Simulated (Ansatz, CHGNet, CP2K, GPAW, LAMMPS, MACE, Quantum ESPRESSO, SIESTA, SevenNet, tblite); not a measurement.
**Other levels on liquid Al48Cu52 (at. %) at 1200 K (61 atoms)**

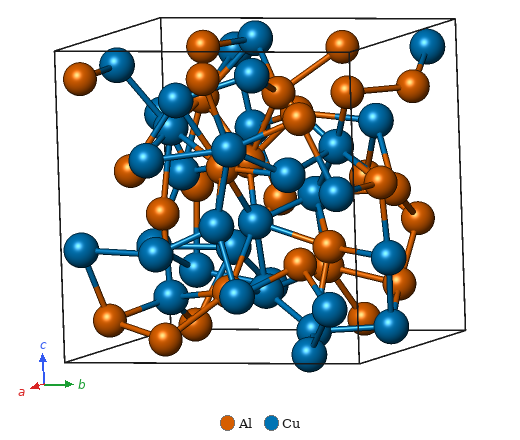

The cell (aluminium orange, copper blue). Some periodic images of atoms are drawn too.

Density of this cell: 4.84 g/cm³. The cell holds 61 atoms: 29 Al and 32 Cu. Cell: a = 9.888 Å, b = 9.888 Å, c = 9.888 Å, α = 90.0°, β = 90.0°, γ = 90.0°. 61 atoms (29 Al, 32 Cu) placed at random at 4.85 g/cm³, melted at 1800 K for 10 ps at fixed volume with the EAM Al-Cu potential (Cai and Ye, Phys. Rev. B 54, 8398 (1996)). Snapshot at the end of a hold of 10 ps at 1200 K and zero pressure.

Geometry: as built.

The reference, a calculation:

| Item | Value |
| --- | --- |
| method | Kohn-Sham DFT, PBE, SSSP efficiency 1.3.0 pseudopotentials, plane waves (Quantum ESPRESSO 7.5); sssp-pbe-1.3.0-efficiency, cutoffs 60/480 Ry, Γ point |
| r.m.s. force component | 0.7402 eV/Å |
| longest force | 3.207 eV/Å |
| pressure | -3.413 GPa |
| time | 2.9 min on 4 MPI ranks of Arm Neoverse V2, shared host |
| CPU time | 12 min |

In doubt: a PseudoDojo file used here is known to give poor structures and forces (SIESTA), which bears on pressures, cells, forces and phonons.

Q: Estimate the differences from the reference, the CPU time and the memory of each run.
- SIESTA PBE, DZ, shift 0.01 Ry, mesh 500 Ry (SIESTA 5.4.2; 2 MPI ranks)
- SIESTA PBE, SZP, shift 0.01 Ry, mesh 500 Ry (SIESTA 5.4.2; 2 MPI ranks)
- GPAW LDA, LCAO dzp, h 0.2 Å (GPAW 26.7.0; 1 thread)
- SIESTA PBE, DZP, shift 0.01 Ry, mesh 700 Ry (SIESTA 5.4.2; 4 MPI ranks)
- MACE MPA-0 medium potential (MACE MPA-0 medium; 1 thread)
- CP2K PBE, DZVP-UZH, 800/50 Ry, diagonalisation (CP2K 2026.2; 4 MPI ranks)
- GPAW PBE, LCAO dzp, h 0.2 Å, other mixer settings (GPAW 26.7.0; 1 thread)
- CP2K PBE, SZV-MOLOPT-SR, 800/50 Ry, diagonalisation (CP2K 2026.2; 2 threads)
- SevenNet 0 potential (SevenNet 0; 1 thread)
- SIESTA PBE, TZP, shift 0.01 Ry, mesh 500 Ry (SIESTA 5.4.2; 4 MPI ranks)

Differences are against the plane-wave reference, forces as r.m.s. over components; share is that over the reference's r.m.s. force, slope the least-squares factor from reference forces to these. Total energies of different programs have different zeros and aren't compared.

```csv
run,"Δ force, r.m.s. (meV/Å)",share (%),slope,Δ pressure (GPa),cores,CPU time,memory (GiB)
reference,-,-,-,-,4,12 min,3.4
"SIESTA PBE, DZ, shift 0.01 Ry, mesh 500 Ry (coarse)",260,35.1,1.161,1.75,2,5.8 min,1.7
"SIESTA PBE, SZP, shift 0.01 Ry, mesh 500 Ry (coarse)",171,23.1,1.116,0.178,2,12 min,2.4
"GPAW LDA, LCAO dzp, h 0.2 Å",97.6,13.2,0.927,-,1,4.1 min,1.3
"SIESTA PBE, DZP, shift 0.01 Ry, mesh 700 Ry",74.6,10.1,1.061,-1.26,4,22 min,4.0
MACE MPA-0 medium potential,146,19.7,1.003,-0.275,1,6.8 s,0.85
"CP2K PBE, DZVP-UZH, 800/50 Ry, diagonalisation",24.5,3.31,1.010,0.335,4,15 min,7.0
"GPAW PBE, LCAO dzp, h 0.2 Å, other mixer settings",45.3,6.12,1.037,-,1,5.9 min,1.2
"CP2K PBE, SZV-MOLOPT-SR, 800/50 Ry, diagonalisation (coarse)",180,24.4,1.161,6.81,2,4.5 min,4.0
SevenNet 0 potential,187,25.3,1.055,-2.42,1,6.7 s,0.75
"SIESTA PBE, TZP, shift 0.01 Ry, mesh 500 Ry",63.2,8.53,1.055,-1.39,4,22 min,3.6
```

Rows marked coarse were listed beforehand as settings not expected to be converged; some can still land near the reference.

Times of the machine-learned potentials are mostly Python's start and the loading of weights.

CPU time is summed over cores on a shared host, where runs went side by side, so it is rough. Symmetry, cutoffs, thresholds, outputs and thread counts weren't matched or tuned between programs; memory under MPI is the largest rank's times the ranks.

The PBE runs in local orbitals, coarse settings apart, differ by 3.3 % (CP2K PBE, DZVP-UZH, 800/50 Ry, diagonalisation) to 10 % (SIESTA PBE, DZP, shift 0.01 Ry, mesh 700 Ry); basis, grid and potentials can all enter. Machine-learned potentials differ by 20 % (MACE MPA-0 medium potential) to 25 % (SevenNet 0 potential); they were trained on other programs' data. Rows with another functional or a dispersion term differ by 13 % (GPAW LDA, LCAO dzp, h 0.2 Å), which mixes the change of model with differences of basis and potentials. Runs with settings chosen to be coarse differ by 23 % (SIESTA PBE, SZP, shift 0.01 Ry, mesh 500 Ry) to 35 % (SIESTA PBE, DZ, shift 0.01 Ry, mesh 500 Ry), their programs' other errors included. The electron count is odd in these runs, and they have no spin polarisation, so the unpaired electron is spread evenly over both spins. Machine-learned potentials mimic data converged in k, so the reference's own k-point error enters their differences. The network of bonds at the start is that of the classical potential that made the cell, and needn't be the one that DFT or experiment would give. The electronic-structure runs sample only Γ, in a cell whose shortest periodic width is 10 Å, which is coarse for a cell with partly filled levels.

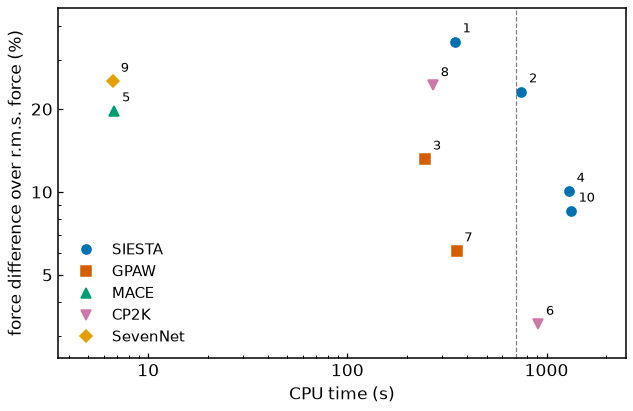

Force difference against CPU time; the dashed line marks the reference's time. Points: 1 SIESTA PBE, DZ, shift 0.01 Ry, mesh 500 Ry; 2 SIESTA PBE, SZP, shift 0.01 Ry, mesh 500 Ry; 3 GPAW LDA, LCAO dzp, h 0.2 Å; 4 SIESTA PBE, DZP, shift 0.01 Ry, mesh 700 Ry; 5 MACE MPA-0 medium potential; 6 CP2K PBE, DZVP-UZH, 800/50 Ry, diagonalisation; 7 GPAW PBE, LCAO dzp, h 0.2 Å, other mixer settings; 8 CP2K PBE, SZV-MOLOPT-SR, 800/50 Ry, diagonalisation; 9 SevenNet 0 potential; 10 SIESTA PBE, TZP, shift 0.01 Ry, mesh 500 Ry.

[Logs are printed without paths, hosts, clocks, repeated set-up lines and the standing remarks that a program may print on its own settings, such as how far it seeks lower states.]

[Hosts, paths, dates, database ids (printed as entryN), source tags and the programs' standing remarks are cut or masked in the printed files.]
